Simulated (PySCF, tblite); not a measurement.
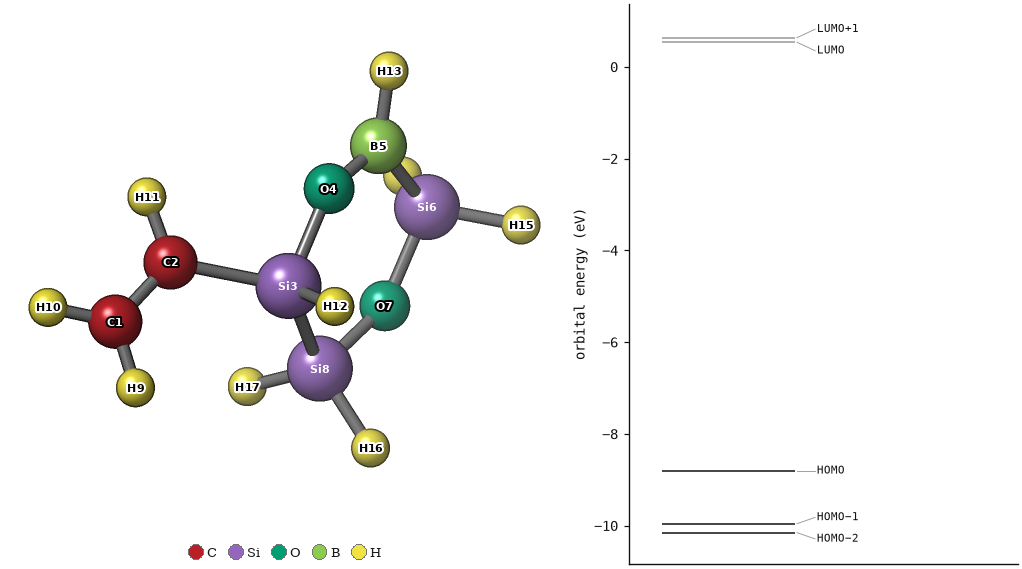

C₂H₉BO₂Si₃, SMILES C=C[Si@@H]1OB[SiH2]O[SiH2]1. Kohn-Sham orbital energies near the frontier, ωB97X-D/def2-SVPD, PySCF 2.14.0, at a GFN2-xTB geometry (a minimum by its frequencies), isolated molecule; empty levels in grey, levels within 0.03 eV side by side.

**Where do the frontier orbitals lie?**

HOMO at −8.80 eV, LUMO at 0.54 eV, 9.34 eV apart.

**How far below the HOMO does the next level lie?**

1.15 eV.

**List the levels with the atoms that carry most of them (a dash for levels above zero or within 0.03 eV of another, where shares mean little).**

| orbital | energy (eV) | Löwdin shares |
| --- | --- | --- |
| LUMO+1 | 0.64 | – |
| LUMO | 0.54 | – |
| HOMO | −8.80 | O4 16 %, B5 15 %, O7 14 % |
| HOMO−1 | −9.96 | C1 27 %, C2 26 %, Si3 8 % |
| HOMO−2 | −10.15 | O7 37 %, Si6 14 %, Si8 12 % |

Known limits of this run: the tight-binding geometry is rougher than a DFT one and adds to the error; one conformer of a flexible molecule; empty levels above zero depend strongly on the basis.
